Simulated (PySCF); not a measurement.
# C₄H₄FNOS: runs on many settings

Which settings matter for C₄H₄FNOS (`FCOc1ccns1`)?

The runs use PySCF 2.14.0, with density-fitted response routines of our own; the level of theory stands in each step. All values are computed, except where a source is named. Atoms count from 0, in the outputs and in this text.

### 1 The molecule as given

12 atoms, charge 0, multiplicity 1; geometry from: GFN2-xTB.

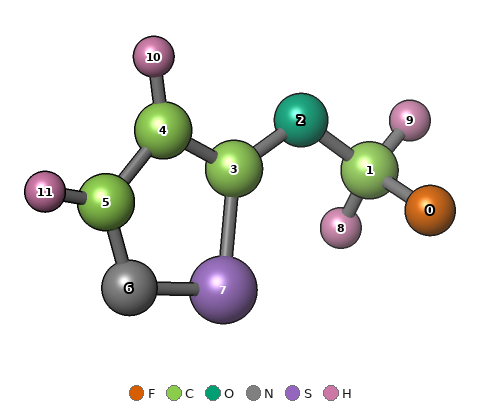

The starting geometry (fluorine orange, carbon green, oxygen teal, nitrogen grey, sulfur purple, hydrogen pink), atoms numbered.

### 2 NMR shieldings: PBE0/pcSseg-1

What the job is given:

```
{"job": {"kind": "nmr", "xc": "PBE0", "basis": "pcSseg-1"}, "charge": 0, "multiplicity": 1}
F      2.422439    -0.150687     1.269036
C      2.216819    -0.146318    -0.083159
O      1.133950     0.632207    -0.415122
C     -0.099802     0.161783    -0.109199
C     -1.279456     0.826917    -0.315081
C     -2.352107     0.014969     0.093022
N     -2.046696    -1.160153     0.570572
S     -0.433978    -1.394503     0.577110
H      2.091345    -1.199434    -0.382319
H      3.098314     0.309371    -0.546844
H     -1.358733     1.814673    -0.723839
H     -3.390895     0.290490     0.039797
```

Level: GIAO PBE0/pcSseg-1 NMR shielding, non-relativistic, gas phase.

Run with:

```
> OMP_NUM_THREADS=1 python probes_run.py task.json out
```

The driver reads the jobs from task.json and runs them one after another.

Standard output:

```text
coarse grid: 11688 points
cycle   1  E = -782.0323502946  dE =  1.635e+00  |g| = 7.104e-01  |ddm| = 3.452e+00
cycle   2  E = -781.9097755847  dE =  1.226e-01  |g| = 1.068e+00  |ddm| = 1.171e+00
cycle   3  E = -782.1185996657  dE = -2.088e-01  |g| = 1.669e-01  |ddm| = 8.158e-01
cycle   4  E = -782.1238198198  dE = -5.220e-03  |g| = 8.207e-02  |ddm| = 2.045e-01
cycle   5  E = -782.1252926909  dE = -1.473e-03  |g| = 1.394e-02  |ddm| = 8.059e-02
cycle   6  E = -782.1253302863  dE = -3.760e-05  |g| = 7.966e-03  |ddm| = 2.155e-02
cycle   7  E = -782.1253452354  dE = -1.495e-05  |g| = 1.298e-03  |ddm| = 7.292e-03
cycle   8  E = -782.1253455903  dE = -3.549e-07  |g| = 3.933e-04  |ddm| = 1.288e-03
final grid: 111872 points
cycle   9  E = -782.1902661667  dE = -2.479e-05  |g| = 1.168e-02  |ddm| = 2.699e-02
cycle  10  E = -782.1902310658  dE =  3.510e-05  |g| = 1.751e-02  |ddm| = 2.057e-02
cycle  11  E = -782.1902922966  dE = -6.123e-05  |g| = 1.680e-03  |ddm| = 1.380e-02
cycle  12  E = -782.1902929720  dE = -6.755e-07  |g| = 4.528e-04  |ddm| = 1.806e-03
cycle  13  E = -782.1902930111  dE = -3.907e-08  |g| = 2.014e-04  |ddm| = 5.444e-04
cycle  14  E = -782.1902930195  dE = -8.414e-09  |g| = 6.913e-05  |ddm| = 1.974e-04
cycle  15  E = -782.1902930205  dE = -9.541e-10  |g| = 1.586e-05  |ddm| = 5.797e-05
converged SCF energy = -782.1902930205

GIAO shielding tensors (ppm)
atom      isotropic    diamagn.    paramagn.     s11        s22        s33       span
  0 F      344.611     473.280    -128.669    226.660    359.804    447.370    220.710
  1 C       81.505     239.485    -157.979     61.043     79.047    104.426     43.383
  2 O      163.403     396.828    -233.425     67.203    132.002    291.005    223.802
  3 C       -6.939     258.700    -265.638    -84.593     -4.642     68.419    153.012
  4 C       76.275     252.722    -176.447     12.415     64.220    152.190    139.775
  5 C       27.105     252.278    -225.173    -56.480     16.270    121.524    178.004
  6 N      -38.516     331.252    -369.768   -270.628    -67.642    222.722    493.350
  7 S      169.441    1057.583    -888.142      2.418    214.433    291.471    289.053
  8 H       25.867      28.508      -2.640     23.515     25.391     28.695      5.180
  9 H       25.521      26.717      -1.196     21.067     25.327     30.169      9.101
 10 H       24.894      31.496      -6.602     22.125     24.178     28.380      6.254
 11 H       23.437      28.411      -4.975     20.222     24.383     25.705      5.483
```

Run time: 18 s. Hardware: 1 thread of Arm Neoverse V1, shared host; peak memory 0.73 GiB.

The references, computed at this level on geometries of the same kind, shield at (ppm): 1H TMS 31.72, 13C TMS 186.9, 19F CFCl3 170.9, 15N NH3 267.7, 17O H2O 336.1, 33S CS2 504. Their shielding less the atom's gives the shift. The references are single molecules in the gas phase, so shifts against H2O, NH3, PH3, H3PO4 or CFCl3 are not on the usual liquid scales and can be off by tens of ppm. Atoms listed in one row are averaged.

| atoms | environment | σ (ppm) | δ (ppm) | δ scaled to CDCl3 |
| --- | --- | --- | --- | --- |
| C3 | aromatic carbon bearing oxygen | -6.9 | 193.9 | 182.9 |
| C5 | aromatic CH next to a ring nitrogen | 27.1 | 159.8 | 154.1 |
| C4 | aromatic CH | 76.3 | 110.7 | 106.1 |
| C1 | sp3 CH2 bonded to F and O | 81.5 | 105.4 | 101.0 |
| H11 | hydrogen on an aromatic CH next to a ring nitrogen | 23.44 | 8.28 | 7.91 |
| H10 | hydrogen on an aromatic CH | 24.89 | 6.82 | 6.54 |
| H8, H9 | hydrogen on an sp3 CH2 bonded to F and O | 25.69 | 6.02 | 5.78 |
| F0 | fluorine on an sp3 carbon | 344.6 | -173.7 | – |
| O2 | ether oxygen | 163.4 | 172.7 | – |
| N6 | pyridine-type nitrogen of an azole | -38.5 | 306.2 | – |
| S7 | aromatic ring sulfur | 169 | 334 | – |

The scaled column applies a straight-line fit of computed shieldings to shifts measured in CDCl3, with any fitted terms for Cl, Br or S neighbours; 19F shifts take a fit of their own (root-mean-square error 0.16 ppm for H, 1.9 ppm for C).

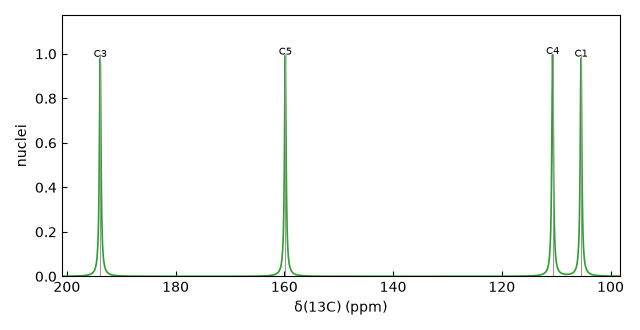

13C lines at the computed shifts, without couplings. Lines are broadened to a width of 0.35 ppm (Lorentzian).

The run also stored atomic charges by several schemes (e):

```
atoms  Mulliken    IAO  Hirshfeld  ESP fit
   F0     -0.32  -0.32      -0.12    -0.23
   C1      0.35   0.22       0.10     0.29
   O2     -0.44  -0.30      -0.10    -0.30
   C3      0.02   0.04       0.05     0.25
   C4     -0.15  -0.26      -0.10    -0.37
   C5      0.15  -0.03       0.00     0.14
   N6     -0.49  -0.47      -0.21    -0.41
   S7      0.40   0.47       0.15     0.17
```

IAO charges:

```csv
atom,value (e)
F0,-0.32
C1,0.22
O2,-0.30
C3,0.04
C4,-0.26
C5,-0.03
N6,-0.47
S7,0.47
H8,0.13
H9,0.17
H10,0.18
H11,0.17
```

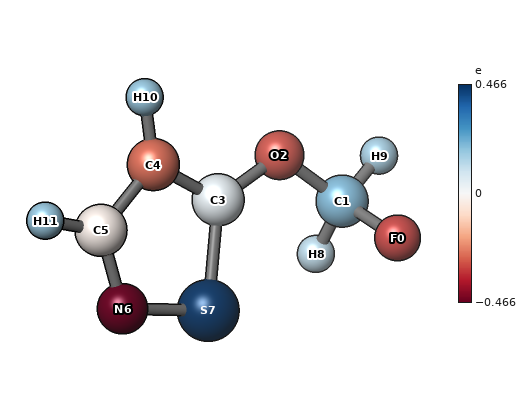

IAO charges, as colours on the atoms.

Mayer bond orders: F0–C1 0.93, C1–O2 0.98, O2–C3 0.97, C3–C4 1.52, C4–C5 1.26, C5–N6 1.59, N6–S7 1.16, S7–C3 1.15.

Ring of atoms C3, C4, C5, N6, S7: NICS(0) -12.4, NICS(1) -10.7, NICS(1)zz -25.7 ppm (means of both faces).

### 3 TDDFT and polarisability: PBE0/def2-SVPD

The job, as its differences from that of step 2:

```diff
@@ -1,2 +1,2 @@
-{"job": {"kind": "nmr", "xc": "PBE0", "basis": "pcSseg-1"}, "charge": 0, "multiplicity": 1}
+{"job": {"kind": "uv", "xc": "PBE0", "basis": "def2-SVPD", "nstates": 6, "ntriplets": 2}, "charge": 0, "multiplicity": 1}
 F      2.422439    -0.150687     1.269036
```

Level: TDDFT PBE0/def2-SVPD, vertical, gas phase, core orbitals frozen in the response.

Standard output:

```text
coarse grid: 11688 points
cycle   1  E = -781.6899544227  dE =  1.566e+00  |g| = 6.640e-01  |ddm| = 5.790e+00
cycle   2  E = -781.5662096341  dE =  1.237e-01  |g| = 1.022e+00  |ddm| = 2.345e+00
cycle   3  E = -781.7705664820  dE = -2.044e-01  |g| = 1.639e-01  |ddm| = 1.760e+00
cycle   4  E = -781.7759072085  dE = -5.341e-03  |g| = 7.602e-02  |ddm| = 3.688e-01
cycle   5  E = -781.7771974957  dE = -1.290e-03  |g| = 1.412e-02  |ddm| = 1.334e-01
cycle   6  E = -781.7772394350  dE = -4.194e-05  |g| = 7.683e-03  |ddm| = 3.738e-02
cycle   7  E = -781.7772541737  dE = -1.474e-05  |g| = 1.476e-03  |ddm| = 1.336e-02
cycle   8  E = -781.7772546822  dE = -5.085e-07  |g| = 3.325e-04  |ddm| = 2.921e-03
final grid: 111872 points
cycle   9  E = -781.8685805786  dE = -2.220e-05  |g| = 1.117e-02  |ddm| = 1.028e-01
cycle  10  E = -781.8685434441  dE =  3.713e-05  |g| = 1.696e-02  |ddm| = 3.939e-02
cycle  11  E = -781.8686067680  dE = -6.332e-05  |g| = 1.728e-03  |ddm| = 2.641e-02
cycle  12  E = -781.8686075302  dE = -7.622e-07  |g| = 4.339e-04  |ddm| = 3.709e-03
cycle  13  E = -781.8686075684  dE = -3.819e-08  |g| = 1.883e-04  |ddm| = 1.125e-03
cycle  14  E = -781.8686075759  dE = -7.512e-09  |g| = 6.682e-05  |ddm| = 3.594e-04
cycle  15  E = -781.8686075768  dE = -9.441e-10  |g| = 1.714e-05  |ddm| = 1.051e-04
converged SCF energy = -781.8686075768

Static polarisability (au): isotropic 73.968, principal 50.550 76.234 95.119

Singlet excitations
state   eV       nm        f      main configurations
  1   5.6690    218.7   0.06364   H->L 0.66, H->L+1 0.18, H-2->L 0.11
  2   5.7651    215.1   0.02812   H-2->L 0.58, H->L 0.22, H->L+1 0.12
  3   5.8459    212.1   0.01040   H->L+1 0.52, H-2->L 0.28, H-1->L 0.11
  4   6.0045    206.5   0.08203   H-1->L 0.72, H->L+1 0.10
  5   6.1738    200.8   0.00235   H-1->L+1 0.90
  6   6.8349    181.4   0.00577   H-2->L+1 0.90

Triplet excitations (Tamm-Dancoff, eV): 3.9055 4.6672
```

Wall time 29 s (1 thread of Arm Neoverse V1, shared host); peak memory 0.84 GiB.

Frontier orbitals and where they lie:

| orbital | eV | atoms |
| --- | --- | --- |
| HOMO−3 | -10.01 | S7 27 %, O2 18 %, C1 12 % |
| HOMO−2 | -8.41 | N6 61 %, C5 11 %, S7 10 % |
| HOMO−1 | -7.81 | S7 42 %, C4 20 %, C5 18 % |
| HOMO | -7.38 | N6 26 %, C3 21 %, O2 17 % |
| LUMO | -0.90 | S7 23 %, C3 22 %, N6 19 % |
| LUMO+1 | -0.03 | S7 52 %, N6 12 %, C3 9 % |
| LUMO+2 | 0.60 | S7 33 %, C1 15 %, H8 10 % |

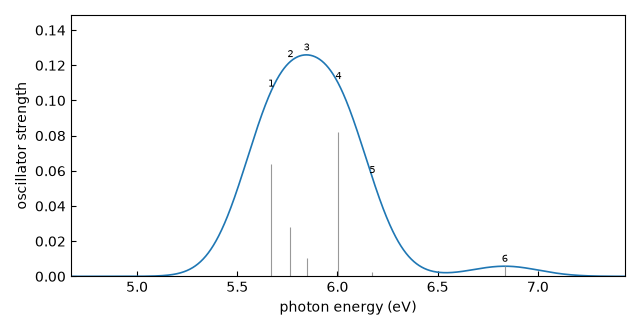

Absorption spectrum from the 6 singlet states computed; above the last one it falls off for lack of states. Lines are broadened to a width of 0.40 eV (Gaussian).

Further results of this job:

```csv
property,computed
dipole moment (D),2.61
polarisability (Å³),10.96
HOMO–LUMO gap (eV),6.48
−ε(HOMO) (eV),7.38
```

[end of part 1 of 2]
